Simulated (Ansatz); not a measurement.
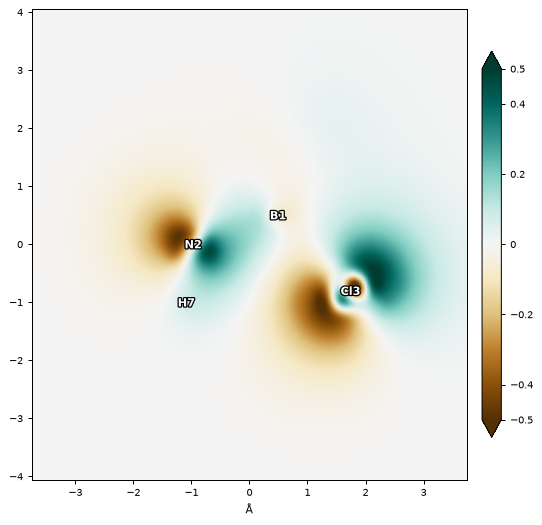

The picture shows: BCl2H4NO. The HOMO−1 on the plane of atoms N2, B1 and Cl3 (values in Å⁻³ᐟ²; the overall sign is arbitrary).

A transition-state structure; geometry: PBE0-D4/def2-TZVP.

Theory: RKS PBE0-D4/def2-TZVPP in Ansatz 0.2.0.

Input file:

```
crystal:
  periodic: [false, false, false]
  atoms:
    - {symbol: B, position_ang: [-0.196398, -0.563700, 0.114221]}
    - {symbol: N, position_ang: [-0.549969, 0.931277, -0.043957]}
    - {symbol: Cl, position_ang: [-1.256361, -1.700313, -0.802586]}
    - {symbol: Cl, position_ang: [0.144488, -1.032183, 1.846803]}
    - {symbol: H, position_ang: [0.733078, 0.701734, -0.533160]}
    - {symbol: O, position_ang: [1.176929, -0.359380, -0.635742]}
    - {symbol: H, position_ang: [-1.297001, 1.135915, -0.693815]}
    - {symbol: H, position_ang: [-0.686917, 1.440694, 0.817644]}
    - {symbol: H, position_ang: [1.932351, -0.553944, -0.069309]}
basis:
  gaussian: {orbitals: def2-TZVPP}
hamiltonian: {xc: pbe0, dispersion: d4}
output: {orbitals: {seedname: orbitals}}
```

Command:

```sh
ansatz run in.yaml --threads 4 --pin off --events-out ev --progress --plain --max-ram 9574MiB
```

**Where does this orbital lie, and at what energy?**

Its weight (Hirshfeld) is mainly on Cl3 (about 55 %), N2 (about 20 %) and O6 (about 5 %). Its energy is −8.36 eV.
